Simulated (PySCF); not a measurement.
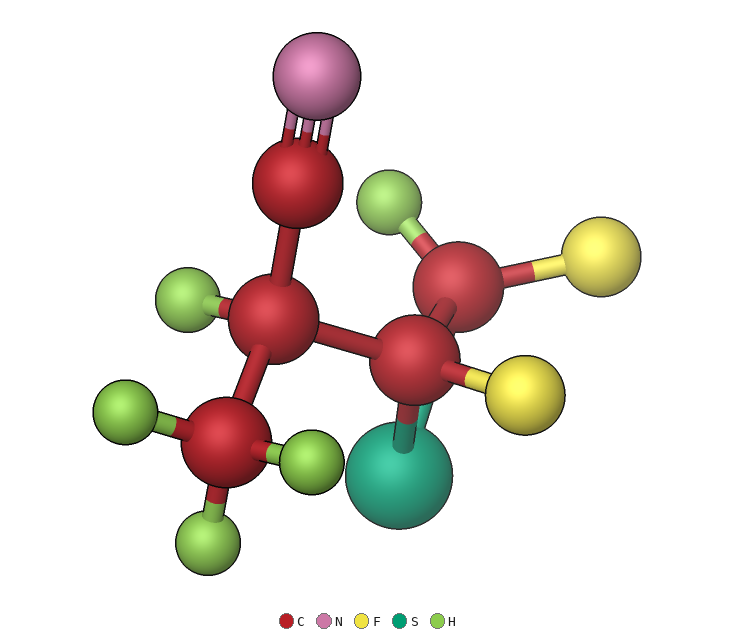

Ball-and-stick drawing of a structure.

Computed geometry: GFN2-xTB optimisation. No frequency run is at hand to confirm it as a minimum.

What does the picture show?

It has 14 atoms: 5 carbon, 5 hydrogen, 2 fluorine, 1 nitrogen and 1 sulfur (C₅H₅F₂NS). As SMILES it reads `C[C@@H](C#N)[C@@]1(F)S[C@@H]1F`. Independent rings (smallest set): 1 of 3 members. Among its groups: nitrile, thioether, C–F bond. This geometry has C1 symmetry. Coordination, clear cases only: 2 C tetrahedral; 1 C linear.

The parts below concern this one geometry. Atoms keep their numbers from picture to picture.

Electronic properties

No frequency run is at hand to confirm it as a minimum. Level of theory: ωB97X-D/def2-SVPD, gas phase (PySCF 2.14.0). Excitations: vertical, linear response.

Question: Estimate the LUMO energy (Kohn–Sham orbital).

Answer: 0.74 eV.

Question: Estimate the lowest vertical singlet excitation.

Answer: 5.26 eV.

Question: Give the brightest of the 8 lowest singlets at this level.

Answer: 7.60 eV.

Question: Estimate the dipole moment.

Answer: 3.99 D.

NMR shielding

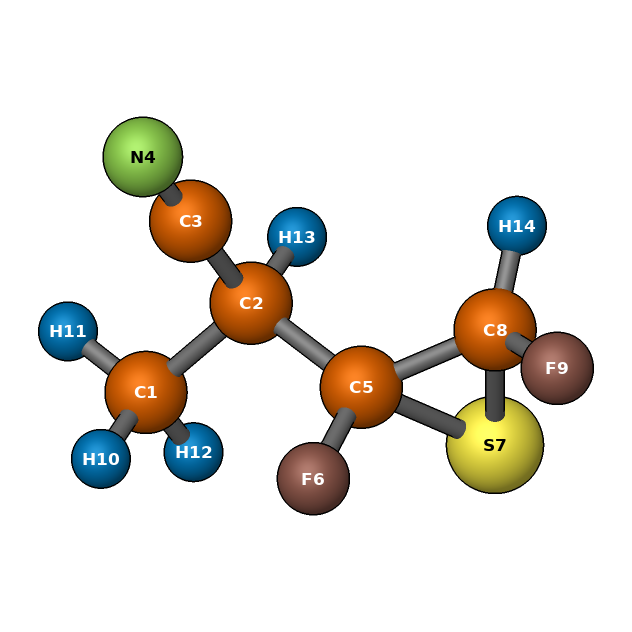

No frequency run is at hand to confirm it as a minimum. Method: GIAO PBE0/pcSseg-1 NMR shielding, non-relativistic, gas phase (PySCF 2.14.0). Principal shieldings σ11 ≤ σ22 ≤ σ33, span Ω = σ33 − σ11, skew κ = 3(σiso − σ22)/Ω.

Give the shielding tensors of the N atoms.

| atom | σ11 | σ22 | σ33 | σiso | Ω | κ |
| --- | --- | --- | --- | --- | --- | --- |
| N4 | −208.8 | −195.5 | 286.2 | −39.3 | 495.0 | 0.95 |

Shieldings and span in ppm.

Quadrupole coupling

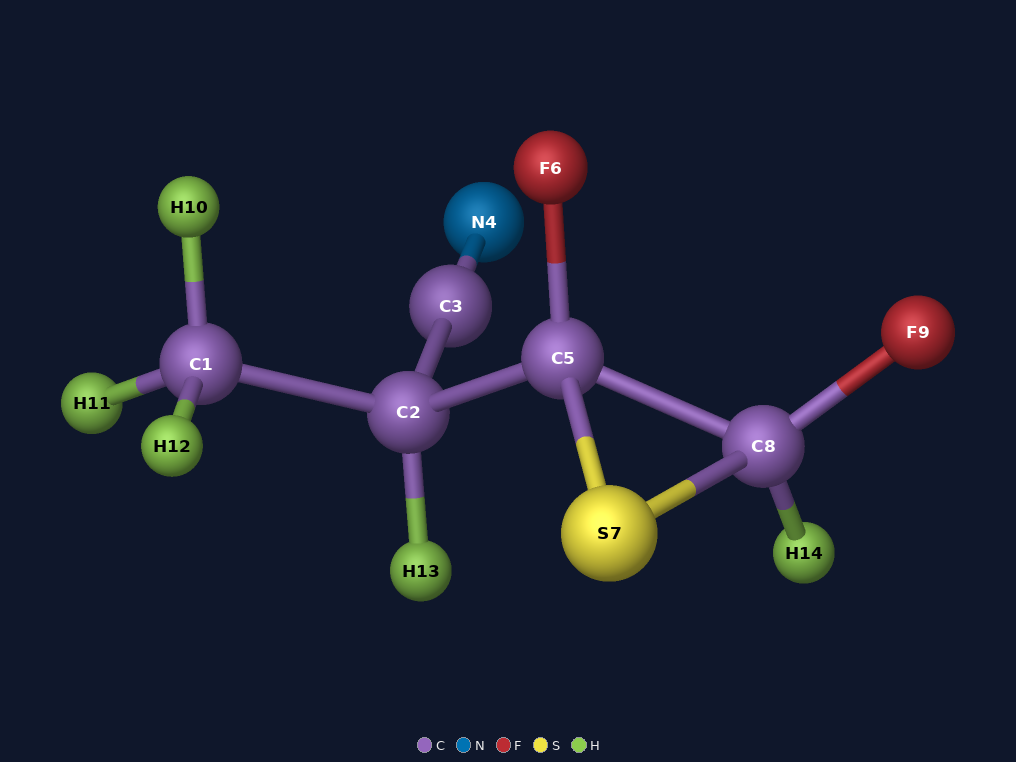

No frequency run is at hand to confirm it as a minimum. Electric field gradients from the ground-state density, PBE0/pcSseg-1 (PySCF 2.14.0), non-relativistic apart from any core potentials.

Give the largest field-gradient component, the quadrupole coupling constant and the asymmetry for 14N at N4 (Q = 20.44 mb), 33S at S7 (Q = −67.81 mb), 2H at H10 (Q = 2.86 mb), 2H at H11 (Q = 2.86 mb), 2H at H12 (Q = 2.86 mb), 2H at H13 (Q = 2.86 mb).

```
atom  V_zz (a.u.)  e²qQ/h (MHz)     η
  N4       −0.996         −4.78  0.05
  S7       −2.829          45.1  0.31
 H10        0.306         0.206  0.04
 H11        0.312         0.209  0.04
 H12        0.310         0.208  0.04
 H13        0.284         0.191  0.02
```

Ring current

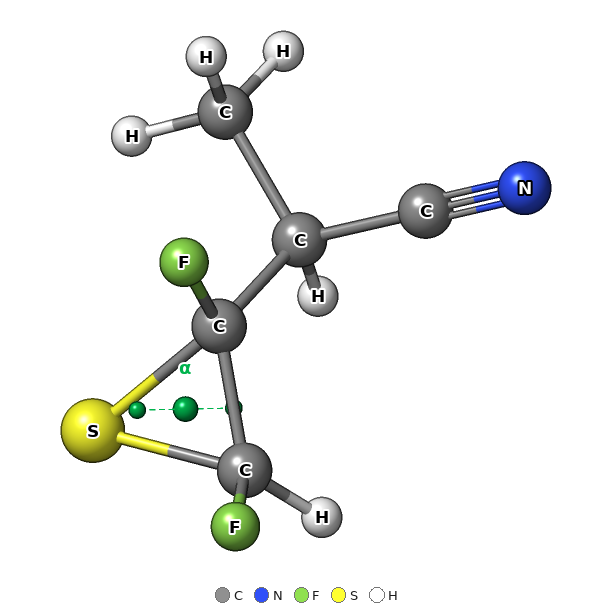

The small points mark where nucleus-independent chemical shifts (NICS) were computed: at the centre of each lettered ring and 1 Å above and below it. No frequency run is at hand to confirm it as a minimum. Properties computed with GIAO PBE0/pcSseg-1 NMR shielding, non-relativistic, gas phase (PySCF 2.14.0).

Give NICS(0), NICS(1) and the out-of-plane component NICS(1)zz for each ring (means of the two sides).

```csv
ring,members,NICS(0),NICS(1),NICS(1)zz
α,C2S,−41.0,−8.2,−16.0
```

Values in ppm.
